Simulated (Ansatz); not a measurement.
O2Sn (charge −1, doublet)

```xyz
3

Sn   -0.3943    0.4131   -0.0086
O     1.4215    0.9641    0.1112
O    -1.0273   -1.3773   -0.1026
```

Geometry: r2SCAN-D4/def2-TZVPD; core potentials replace the inner electrons of Sn.

Theory: Ansatz 0.2.0, UKS PBE0-D4/def2-TZVPD.

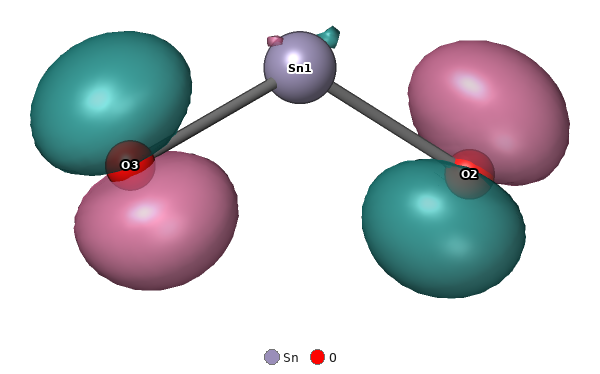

Figure 1. The HOMO (β) at ±0.2 Å⁻³ᐟ² (teal and pink are the two phases), seen at a tilt.

### What is the character of this orbital?

It lies mainly on O2 (about 45 %), O3 (about 45 %) and Sn1 (about 15 %); it is symmetric in the molecular plane (an in-plane orbital: σ, lone-pair or in-plane π type); largely a combination of lone pairs on O2 and O3. Its energy is −1.72 eV.

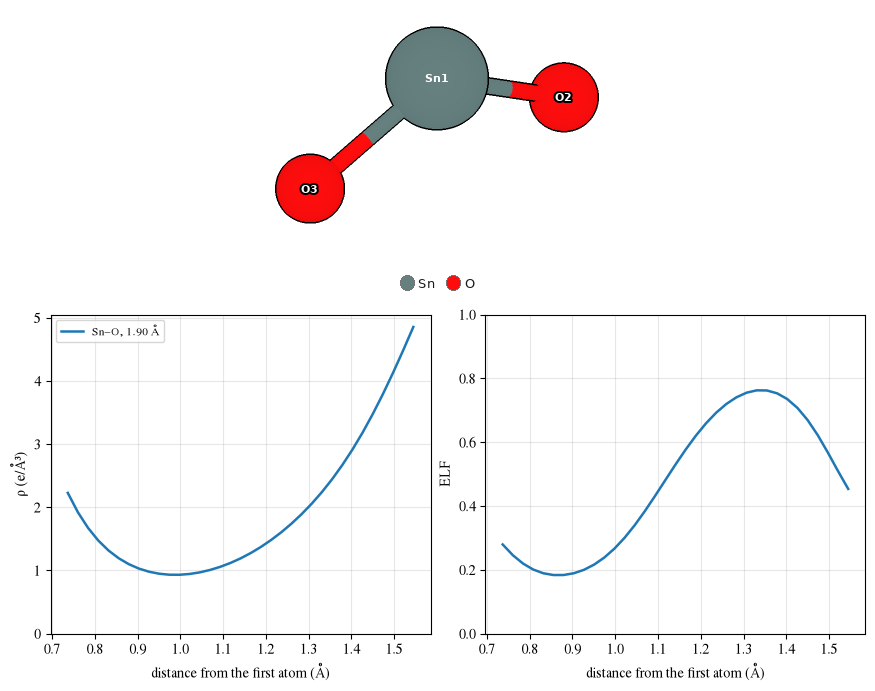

Figure 2. Electron density and ELF along straight lines between neighbouring atoms. The curves leave out the atomic cores. The structure is drawn too.

### What can be read from the curves?

Sn–O (1.90 Å): ρ is about 0.95 e/Å³ halfway; the ELF peaks at about 0.75 in the valence shell of O, 0.6 Å from its nucleus, and drops to about 0.20 between the two atoms.

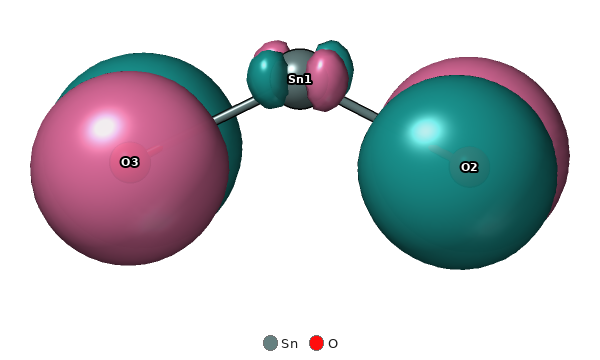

Figure 3. The HOMO−1 (β) at ±0.1 Å⁻³ᐟ² (teal and pink are the two phases), seen across its widest extent.

### What is the character of this orbital?

It lies mainly on O2 (about 45 %), O3 (about 45 %) and Sn1 (about 10 %); it changes sign across the molecular plane (π type). Its energy is −2.02 eV.
